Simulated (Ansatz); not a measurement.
Fields on a plane of Ir (fcc, Cu type)

```yaml
crystal:
  lattice:
    - [0.00000, 1.93542, 1.93542]
    - [1.93542, 0.00000, 1.93542]
    - [1.93542, 1.93542, 0.00000]
  atoms:
    - { symbol: Ir, position: [0.00000, 0.00000, 0.00000] }
```

The slice is a {100} plane (indices of the conventional cell) through the point (0.000, 0.000, 0.000) (fractional), spanned by u = [100] and v = [0 1 -1] in vectors of this cell: u (2.74 Å) and v (2.74 Å, at 90° to u). It covers one period; positions are fractions (u, v).

Atoms on it: Ir at (0.00, 0.00).

Computed with PBE (plane waves to 420 eV, PAW, scalar-relativistic; Ansatz, a first-principles code). k mesh 21×21×21. Near the nuclei the fields are pseudised (PAW); where an atom keeps semicore shells as valence, they peak there. Ir is run without spin polarisation. Ir was relaxed with its symmetry unable to fall. Spin-orbit coupling is left out, though Ir is heavy.

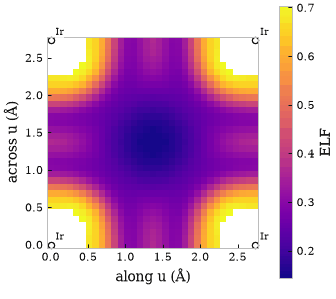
Figure. Electron localisation function (ELF), one period of the plane, atoms marked. Points within 0.5 Å of a nucleus are left white, as the pseudised field means little there.

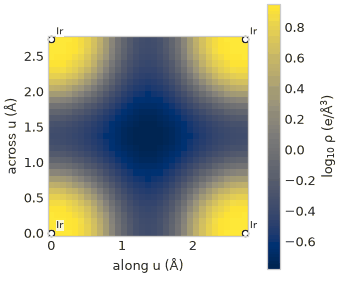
Fig. 1. Log₁₀ of the valence density in e/Å³, one period of the plane, atoms marked. The scale is logarithmic, as a density can span decades between atoms and voids.

| Property | Result |
|---|---|
| Density on the Ir–Ir line (2.74 Å) at its midpoint | 0.43 e/Å³ |
| ELF at that point | 0.36 |
